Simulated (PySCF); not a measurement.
NMR shielding calculation, with input and output: CH6ClFOSi2

- system: CH6ClFOSi2, SMILES FC([SiH3])(Cl)O[SiH3]
- method: GIAO PBE0/pcSseg-1 NMR shielding, non-relativistic, gas phase (PySCF 2.14.0)

The geometry comes from this level: PBE0-D3(BJ)/def2-SVP. Figures and captions count atoms from 1; the log counts them from 0 in places.

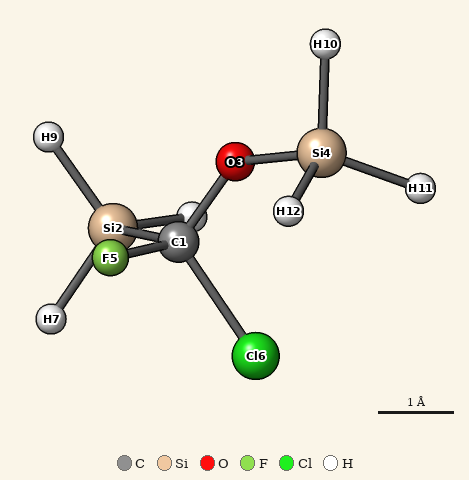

The structure (ball-and-stick view, seen at a tilt; atoms are numbered from 1 in the order of the input). Bond lengths as drawn: C–Cl 1.84 Å, C–F 1.36 Å, C–O 1.34 Å, C–Si 1.92 Å, H–Si 1.49 Å and O–Si 1.71 Å.

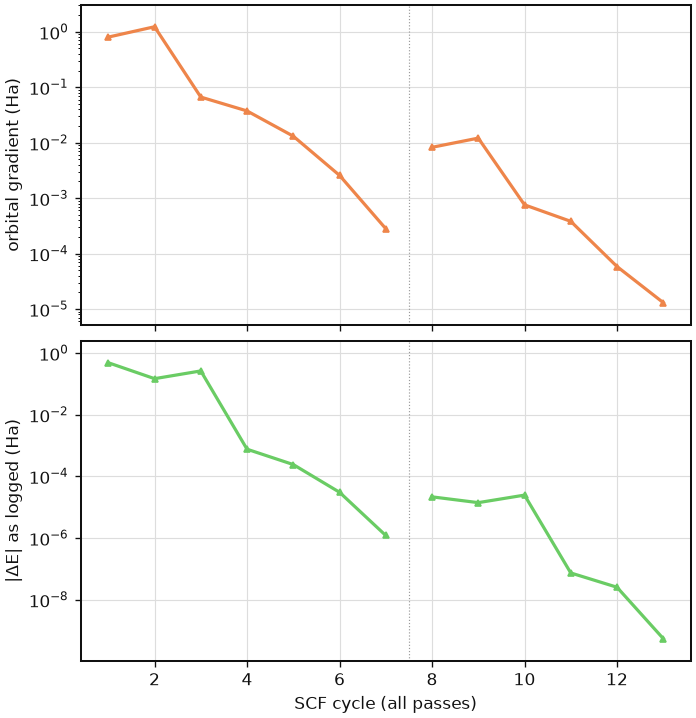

Convergence of the self-consistent field: orbital gradient and size of the energy change against the SCF cycle. The dotted line marks the change from a coarse to the final integration grid. The first 7 cycles use a coarse grid, the final grid takes over at cycle 8, and the field converges after 13 cycles in all.

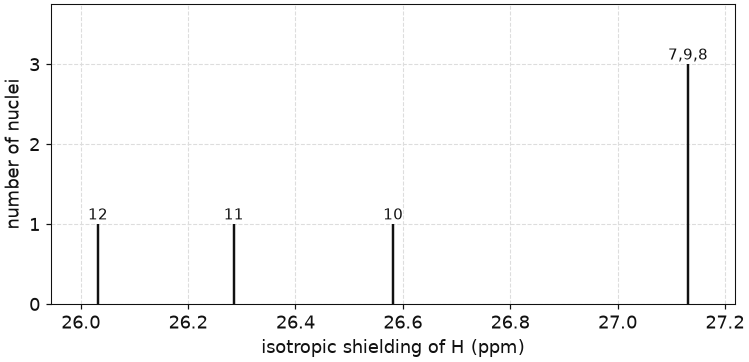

Isotropic shieldings of the hydrogen nuclei in this fixed geometry, labelled by atom number; shielding grows to the right, so chemical shift grows to the left. The least shielded is H12 (26.0 ppm), the most shielded H8 (27.2 ppm).

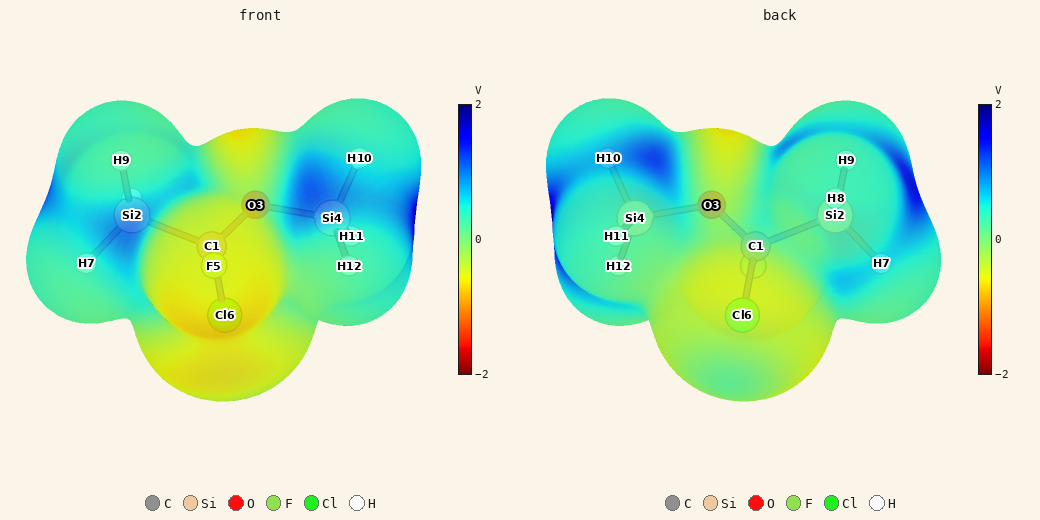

The electrostatic potential painted on the density surface at 0.002 e/bohr³, seen face on and from behind; the colour scale runs from red (negative) to blue (positive). Its dipole moment is 1.31 D.

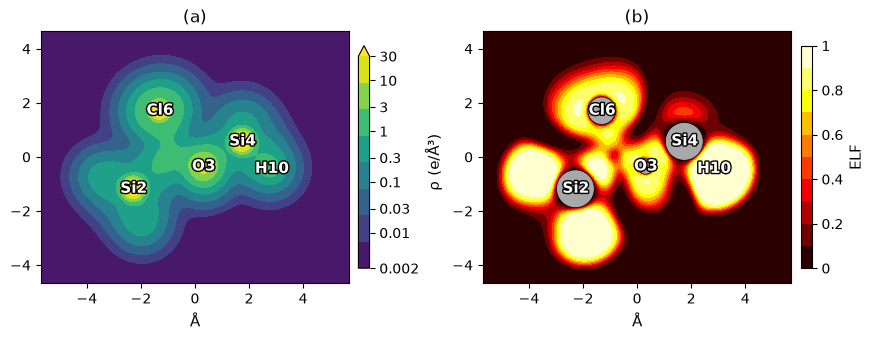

(a) electron density; (b) ELF on the plane of atoms O3, Si4 and H10. Grey discs, where drawn, cover atomic cores. Atoms in the plane: Si, O, Cl and H. Si–H (1.49 Å): ρ is about 0.81 e/Å³ halfway; the ELF climbs to about 1 towards the hydrogen, as it does in any bond to H.

The input and output of the run follow.

Input:
```
{"job": {"kind": "nmr", "xc": "PBE0", "basis": "pcSseg-1"}, "charge": 0, "multiplicity": 1}
C      0.357500    -0.062218    -0.553511
Si     1.378690    -1.692229    -0.572128
O     -0.492583    -0.022358     0.486385
Si    -1.765197     1.093306     0.708546
F      1.178820     1.022301    -0.531533
Cl    -0.563346     0.051604    -2.141900
H      2.301161    -1.655779    -1.739471
H      0.423642    -2.828601    -0.673641
H      2.149122    -1.758898     0.702452
H     -1.938045     1.145582     2.182755
H     -2.998448     0.575398     0.059120
H     -1.390019     2.425445     0.163964
```

The first line tells a small driver script what to run in PySCF; the rest is the geometry in Å.

Command:
```bash
OMP_NUM_THREADS=1 python <driver script> task.json out
```

Output:
```
coarse grid: 11856 points
cycle   1  E = -1255.1336920384  dE =  4.815e-01  |g| = 8.020e-01  |ddm| = 3.063e+00
cycle   2  E = -1254.9874015284  dE =  1.463e-01  |g| = 1.232e+00  |ddm| = 1.141e+00
cycle   3  E = -1255.2481606000  dE = -2.608e-01  |g| = 6.648e-02  |ddm| = 7.212e-01
cycle   4  E = -1255.2489140271  dE = -7.534e-04  |g| = 3.739e-02  |ddm| = 1.034e-01
cycle   5  E = -1255.2491537550  dE = -2.397e-04  |g| = 1.311e-02  |ddm| = 3.716e-02
cycle   6  E = -1255.2491840033  dE = -3.025e-05  |g| = 2.577e-03  |ddm| = 1.066e-02
cycle   7  E = -1255.2491852031  dE = -1.200e-06  |g| = 2.818e-04  |ddm| = 2.104e-03
final grid: 101856 points
cycle   8  E = -1255.2993395671  dE = -2.149e-05  |g| = 8.261e-03  |ddm| = 1.388e-02
cycle   9  E = -1255.2993256252  dE =  1.394e-05  |g| = 1.210e-02  |ddm| = 1.128e-02
cycle  10  E = -1255.2993500920  dE = -2.447e-05  |g| = 7.584e-04  |ddm| = 7.220e-03
cycle  11  E = -1255.2993501652  dE = -7.312e-08  |g| = 3.823e-04  |ddm| = 7.648e-04
cycle  12  E = -1255.2993501903  dE = -2.515e-08  |g| = 5.858e-05  |ddm| = 2.635e-04
cycle  13  E = -1255.2993501909  dE = -5.434e-10  |g| = 1.309e-05  |ddm| = 5.760e-05
converged SCF energy = -1255.2993501909

GIAO shielding tensors (ppm)
atom      isotropic    diamagn.    paramagn.     s11        s22        s33       span
  0 C       53.227     240.664    -187.437     46.532     48.843     64.304     17.772
  1 Si     407.408     877.798    -470.389    384.172    389.129    448.924     64.752
  2 O      205.494     398.371    -192.876    141.559    209.783    265.142    123.583
  3 Si     385.176     878.324    -493.148    348.119    359.773    447.635     99.516
  4 F      233.170     475.809    -242.640    128.174    277.353    293.982    165.808
  5 Cl     567.989    1147.840    -579.851    263.884    426.275   1013.808    749.924
  6 H       27.098      27.344      -0.246     23.817     25.710     31.768      7.951
  7 H       27.160      27.603      -0.444     24.019     25.942     31.518      7.499
  8 H       27.136      27.673      -0.537     23.755     25.455     32.198      8.443
  9 H       26.582      28.427      -1.845     23.266     24.870     31.611      8.345
 10 H       26.285      28.280      -1.995     22.745     25.009     31.102      8.357
 11 H       26.032      28.382      -2.350     22.523     25.028     30.544      8.021
```

Key numbers:

| quantity | value |
| --- | --- |
| outcome | converged |
| total energy | −1255.299350 hartree |
| HOMO | −8.62 eV |
| LUMO | −0.25 eV |
| dipole moment | 1.31 D |
| isotropic shielding, C | 53.2 ppm |
| isotropic shielding, Si | 385.2 to 407.4 ppm |
| isotropic shielding, O | 205.5 ppm |
| isotropic shielding, F | 233.2 ppm |
| isotropic shielding, Cl | 568.0 ppm |
| hardware | 1 CPU thread, shared host |
| wall time | 20 s |
| peak memory | 0.85 GiB |
